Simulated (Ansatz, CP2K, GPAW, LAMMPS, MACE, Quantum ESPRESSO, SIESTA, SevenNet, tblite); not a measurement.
**Amorphous carbon (64 atoms): other programs against plane waves**

One geometry of amorphous carbon (64 atoms) is solved by several programs and methods. How far do their forces lie from a plane-wave PBE run?

Results are calculated, not measured.

## 1. The cell

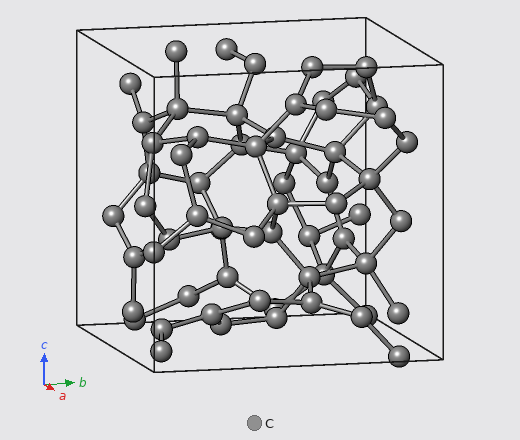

The cell (carbon grey).

The cell holds 64 atoms (64 C), with edges of 7.59, 7.59 and 7.59 Å. Recipe: 64 atoms (64 C) placed at random at 2.92 g/cm³, melted at 6000 K for 10 ps at fixed volume with the Tersoff potential (Tersoff, Phys. Rev. B 39, 5566 (1989)). Quenched from 6000 K to 300 K at 100 K/ps and fixed volume, held 5 ps, then minimised at fixed cell. The density is 2.92 g/cm³.

## 2. The reference input

Quantum ESPRESSO 7.5: Kohn-Sham DFT, PBE, SSSP efficiency 1.3.0 pseudopotentials, plane waves. Its input, pw.in:

```
&control
  calculation = 'scf'
  pseudo_dir = './pseudo'
  outdir = './tmp'
  disk_io = 'none'
  tprnfor = .true.
  tstress = .true.
/
&system
  ibrav = 0
  nat = 64
  ntyp = 1
  ecutwfc = 45
  ecutrho = 360
  nosym = .true.
  occupations = 'smearing'
  smearing = 'fd'
  degauss = 0.003675
/
&electrons
  conv_thr = 3.2e-07
  electron_maxstep = 100
  mixing_beta = 0.2
  mixing_mode = 'local-TF'
  diagonalization = 'david'
/
ATOMIC_SPECIES
C 12.011 C.upf
CELL_PARAMETERS angstrom
7.59030 0.00000 0.00000
0.00000 7.59030 0.00000
0.00000 0.00000 7.59030
ATOMIC_POSITIONS crystal
C 0.83466 0.91928 0.71452
C 0.87226 0.18332 0.50226
C 0.52196 0.75401 0.63807
C 0.39522 0.23812 0.98117
[... 58 atom lines left out ...]
C 0.86460 0.13074 0.70983
C 0.69157 0.23326 0.73773
K_POINTS gamma
```

```console
$ OMP_NUM_THREADS=1 mpirun -np 2 pw.x -in pw.in > output.txt
```

It took 41 s on 2 MPI ranks of Arm Neoverse V1, shared host; peak memory 0.85 GiB.

It converged with an r.m.s. force component of 1.3 eV/Å and a pressure of -7.2 GPa.

## 3. What was run beside it

- CP2K 2026.2: Gaussian basis with GTH pseudopotentials and a plane-wave density; labels give functional, basis (MOLOPT sets; SR short-range, UZH the newer set with its own potentials), grid cutoff/relative cutoff and solver (OT: orbital transformation; TRS4, TC2, SIGN: linear-scaling purification with its sparsity filter), or its built-in tight binding.
- GPAW 26.7.0: PAW with atomic orbitals (LCAO), plane waves or a real-space grid of spacing h.
- MACE: machine-learned potential, published weights.
- Quantum ESPRESSO 7.5: plane waves; labels (QE) give functional, pseudopotential set and cutoffs of waves/density.
- SIESTA 5.4.2: numerical atomic orbitals, whose automatically made sets are far from complete, with PseudoDojo norm-conserving potentials that we converted to its format (checked against plane waves on the same files for H, C, O, Si, Ge and Ca alone); labels give functional, basis size, energy shift and mesh cutoff.
- SevenNet: machine-learned potential, published weights.
- tblite 0.8.0: extended tight binding, driven from Python.

All use the same cell and atoms, and the electronic-structure runs the same k-mesh.

## 4. All runs compared

Differences are against the reference: forces as r.m.s. over components, share as that over the reference's r.m.s. force, slope as the fitted ratio of a run's forces to the reference's.

| run | Δ force, r.m.s. (meV/Å) | share (%) | slope | Δ pressure (GPa) | cores | CPU time | memory (GiB) |
| --- | --- | --- | --- | --- | --- | --- | --- |
| reference | - | - | - | - | 2 | 83 s | 0.85 |
| CP2K LDA, DZVP-MOLOPT-SR, 450/50 Ry, diagonalisation | 54.2 | 4.30 | 1.006 | -11.3 | 2 | 4.7 min | 1.0 |
| CP2K PBE+D3(BJ), DZVP-MOLOPT-SR, 450/50 Ry, diagonalisation | 69.2 | 5.5 | 1.025 | -0.670 | 2 | 4.8 min | 1.1 |
| CP2K PBE, DZVP-MOLOPT-SR, 225/50 Ry, diagonalisation (coarse) | 36.0 | 2.86 | 1.011 | 0.688 | 2 | 4.2 min | 0.57 |
| CP2K PBE, DZVP-MOLOPT-SR, 315/50 Ry, diagonalisation (coarse) | 26.1 | 2.08 | 1.011 | 0.675 | 2 | 5.3 min | 0.68 |
| CP2K PBE, DZVP-MOLOPT-SR, 450/30 Ry, diagonalisation (coarse) | 25.6 | 2.04 | 1.012 | 0.690 | 2 | 3.6 min | 1.0 |
| CP2K PBE, DZVP-MOLOPT-SR, 450/50 Ry, diagonalisation | 25.6 | 2.04 | 1.012 | 0.675 | 2 | 4.8 min | 1.0 |
| CP2K PBE, SZV-MOLOPT-SR, 450/50 Ry, diagonalisation (coarse) | 523 | 41.6 | 1.326 | 8.38 | 1 | 2.5 min | 0.95 |
| CP2K PBE, TZV2P-UZH, 450/50 Ry, diagonalisation | 16.9 | 1.34 | 1.003 | 0.618 | 4 | 20 min | 2.0 |
| CP2K PBE, TZVP-UZH, 450/50 Ry, diagonalisation | 33.4 | 2.66 | 1.009 | 1.98 | 4 | 7.6 min | 1.8 |
| GPAW PBE, LCAO dzp, h 0.2 Å | 119 | 9.44 | 0.988 | - | 1 | 2.4 min | 0.5 |
| GPAW PBE, LCAO sz(dzp), h 0.2 Å (coarse) | 616 | 49.0 | 1.051 | - | 1 | 42 s | 0.37 |
| GPAW PBE, LCAO szp(dzp), h 0.2 Å (coarse) | 368 | 29.2 | 0.988 | - | 1 | 1.8 min | 0.48 |
| GPAW PBE, grid h 0.2 Å | 22.2 | 1.76 | 0.999 | - | 1 | 1.7 min | 0.55 |
| MACE MP-0b2 small potential | 724 | 57.5 | 0.654 | -3.46 | 1 | 7.2 s | 0.67 |
| MACE MPA-0 medium potential | 626 | 49.8 | 0.696 | -5.29 | 1 | 9.2 s | 1.3 |
| QE PBE+D3(BJ), sssp-1.3.0-efficiency, 45/360 Ry | 58.7 | 4.66 | 1.014 | -1.33 | 2 | 83 s | 0.86 |
| QE PBE, dojo-0.4.1-standard, 60/240 Ry (coarse) | 17.6 | 1.4 | 1.004 | -6.12 | 2 | 60 s | 0.39 |
| SIESTA LDA, DZP, shift 0.01 Ry, mesh 300 Ry | 158 | 12.6 | 0.963 | -3.69 | 2 | 3.5 min | 0.88 |
| SIESTA PBE, DZP, shift 0.01 Ry, mesh 100 Ry (coarse) | 160 | 12.8 | 0.977 | 6.80 | 1 | 62 s | 0.4 |
| SIESTA PBE, DZP, shift 0.01 Ry, mesh 300 Ry | 160 | 12.7 | 0.977 | 6.80 | 2 | 3.7 min | 0.89 |
| SIESTA PBE, SZ, shift 0.01 Ry, mesh 300 Ry (coarse) | 754 | 60.0 | 1.038 | 26.5 | 1 | 45 s | 0.35 |
| SIESTA PBE, TZP, shift 0.01 Ry, mesh 300 Ry | 138 | 11.0 | 0.977 | 5.88 | 2 | 5.2 min | 1.1 |
| SevenNet 0 potential | 703 | 55.9 | 0.797 | -6.21 | 1 | 9 s | 1.1 |
| tblite GFN1-xTB | 404 | 32.1 | 1.059 | -10.5 | 1 | 1.6 s | 0.1 |

Rows marked coarse were listed beforehand as settings not expected to be converged; some can still land near the reference.

Times of the machine-learned potentials are mostly Python's start and the loading of weights.

Runs without a result: CP2K GFN1-xTB, diagonalisation (not converged).

CPU time is summed over cores on shared hosts, so it is rough.

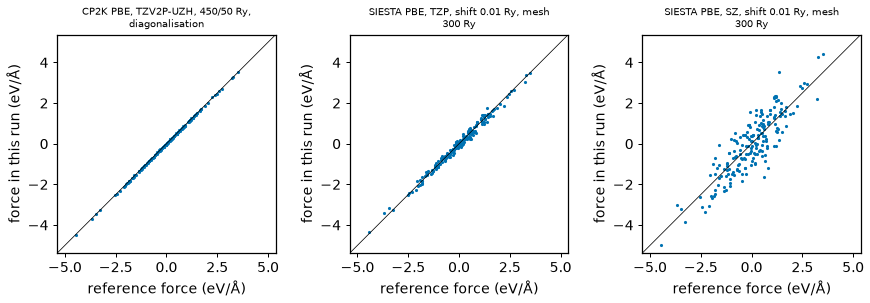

Force components against those of the reference; the line marks equality.

## 5. What came out

Forces lie from 1.3 % (CP2K PBE, TZV2P-UZH, 450/50 Ry, diagonalisation) to 60 % (SIESTA PBE, SZ, shift 0.01 Ry, mesh 300 Ry, coarse) of the reference's r.m.s. force of 1.3 eV/Å away from it. Other PBE runs on plane waves or a grid: GPAW PBE, grid h 0.2 Å 1.8 % of the r.m.s. force; the reference has errors of its own, so differences under a few per cent don't tell which side is nearer the exact PBE result. The PBE runs in local orbitals, coarse settings apart, differ by 1.3 % (CP2K PBE, TZV2P-UZH, 450/50 Ry, diagonalisation) to 13 % (SIESTA PBE, DZP, shift 0.01 Ry, mesh 300 Ry); basis, grid and potentials can all enter. Tight binding differs by 32 % (tblite GFN1-xTB); it is another model, with fitted parameters of its own, and the xTB methods hold dispersion.

Machine-learned potentials differ by 50 % (MACE MPA-0 medium potential) to 58 % (MACE MP-0b2 small potential); they were trained on other programs' data. The reference samples few k-points for this cell, and its sampling error, which other DFT runs on the same mesh share, can be part of so large a difference. Among those trained on PBE data the slope goes as low as 0.65, with a correlation of 0.82, so directions differ as well as sizes. In the reference's own program, potentials and cutoffs, a change of model alone moves forces by 4.7 % (QE PBE+D3(BJ), sssp-1.3.0-efficiency, 45/360 Ry). Other rows with another functional or a dispersion term differ by 4.3 % (CP2K LDA, DZVP-MOLOPT-SR, 450/50 Ry, diagonalisation) to 13 % (SIESTA LDA, DZP, shift 0.01 Ry, mesh 300 Ry), which mixes the change of model with differences of basis and potentials. Runs with settings chosen to be coarse differ by 1.4 % (QE PBE, dojo-0.4.1-standard, 60/240 Ry) to 60 % (SIESTA PBE, SZ, shift 0.01 Ry, mesh 300 Ry), their programs' other errors included. CP2K PBE, SZV-MOLOPT-SR, 450/50 Ry, diagonalisation stiffens the forces by a factor of 1.33 while following their directions (correlation 0.982); the slopes of the 9 CP2K runs lie between 1.00 and 1.33. From CP2K PBE, DZVP-MOLOPT-SR, 225/50 Ry, diagonalisation to the finer CP2K PBE, DZVP-MOLOPT-SR, 450/50 Ry, diagonalisation the share falls from 2.9 to 2.0 %. From SIESTA PBE, DZP, shift 0.01 Ry, mesh 100 Ry to the finer SIESTA PBE, DZP, shift 0.01 Ry, mesh 300 Ry the share goes from 12.8 to 12.7 %, so the grid isn't what parts these runs from the reference. Pressures at PBE, coarse settings apart, lie +0.62 to +6.80 GPa from the reference's. A pressure off by over 25 GPa (SIESTA PBE, SZ, shift 0.01 Ry, mesh 300 Ry) is no usable stress for this cell.

Caveats: Periodic xTB results under one method name differ between programs and library versions. The reference's pressure holds the uncorrected Pulay stress of its 45 Ry basis, so small pressure differences may be the reference's own error. Machine-learned potentials mimic data converged in k, so the reference's own k-point error enters their differences. The quench rate of 100 K/ps is many orders above laboratory rates, so the cell is likely richer in defects and strain than a real sample. The network of bonds at the start is that of the classical potential that made the cell, and needn't be the one that DFT or experiment would give. The reference's stress is far from hydrostatic: its diagonal is -13.1, -8.2, -0.2 GPa, compression counted positive. The electronic-structure runs sample only Γ, in a cell whose shortest periodic width is 8 Å, which is coarse for a cell with partly filled levels. The reference's pressure of -7.2 GPa reflects the volume that the recipe set, positions that aren't this level's minimum and the basis. Where levels are smeared, the DFT runs use Fermi–Dirac occupations at 580 K (0.05 eV), and energies are free energies. The reference's cutoffs and mesh weren't converged further here.

[Logs are printed without paths, hosts, clocks, repeated set-up lines and the standing remarks that a program may print on its own settings, such as how far it seeks lower states.]

[Hosts, paths, dates, database ids (printed as entryN), source tags and the programs' standing remarks are cut or masked in the printed files.]

[Cells were taken only where this reference lay near another plane-wave run.]
